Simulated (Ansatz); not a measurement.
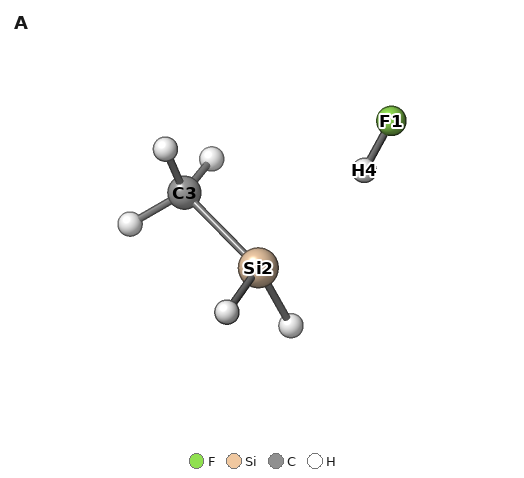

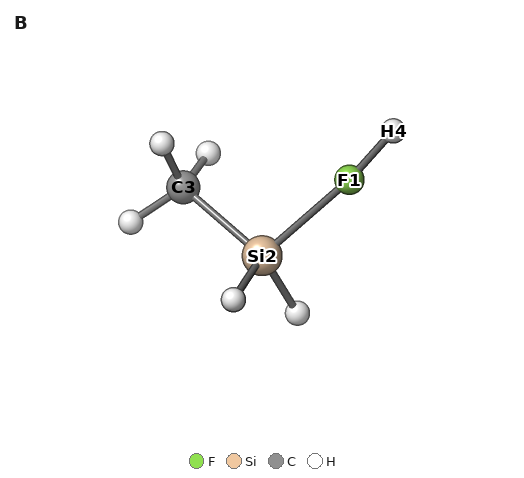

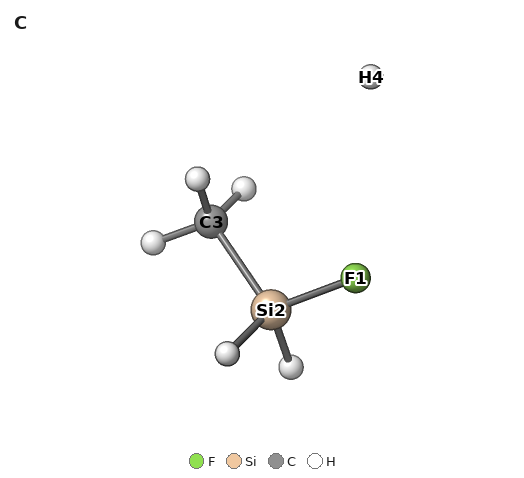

Three stationary points along one reaction path, in mixed order. Sticks follow a distance rule, so a partial bond may show as a full stick or not at all. The species is neutral and a spin doublet. Geometries: PBE0-D4/def2-TZVP; all other levels are single points on them, and energies count from the start as drawn. Program: Ansatz 0.2.0. In CBS estimates cores are frozen, and CCSD(T) − MP2 is taken in the smaller basis.

Which panel shows the transition state?

Answer. B.

Which bonds form and which break from C to A?

Answer. Formed: F1–H4; broken: F1–Si2. At the saddle point F1···H4 is 1.11 Å, F1···Si2 is 1.98 Å.

Give the electronic barrier and the reaction energy from C to A in eV (no zero-point energy) with CCSD(T)/CBS (MP2 limit from def2-TZVPP and def2-QZVPP plus CCSD(T) − MP2); direct RPA on PBE orbitals (frozen core)/def2-TZVPP.

| level | barrier | reaction energy |
| --- | --- | --- |
| CCSD(T)/CBS (MP2 limit from def2-TZVPP and def2-QZVPP plus CCSD(T) − MP2) | 2.053 | +0.579 |
| direct RPA on PBE orbitals (frozen core)/def2-TZVPP | 1.938 | +0.532 |
